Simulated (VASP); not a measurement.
Input:

```
Mg2Sn
1.0
    0.00000     3.40257     3.40257
    3.40257     0.00000     3.40257
    3.40257     3.40257     0.00000
Mg Sn
2 1
Direct
  0.25000   0.25000   0.25000
  0.75000   0.75000   0.75000
  0.00000   0.00000   0.00000
```

Computed with PW91 GGA, VASP's PBE PAW potentials (set 64) (plane waves; VASP 6.6.1). Run with 520 eV cut-off, 9×9×9 Γ-centred mesh, tetrahedra with Blöchl corrections, potentials Mg Sn_d.

Unless said otherwise, spin-orbit coupling is left out, though it shifts the bands of the heavy elements here.

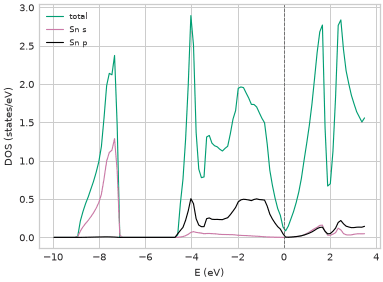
*Total and projected density of states, zero at the Fermi level*

Within 2 eV below the Fermi level the largest weight inside VASP's projection spheres is Sn p.

It has no gap at this level: it comes out as a metal or semimetal.

The compound is Mg2Sn in the antifluorite structure. It was relaxed first.
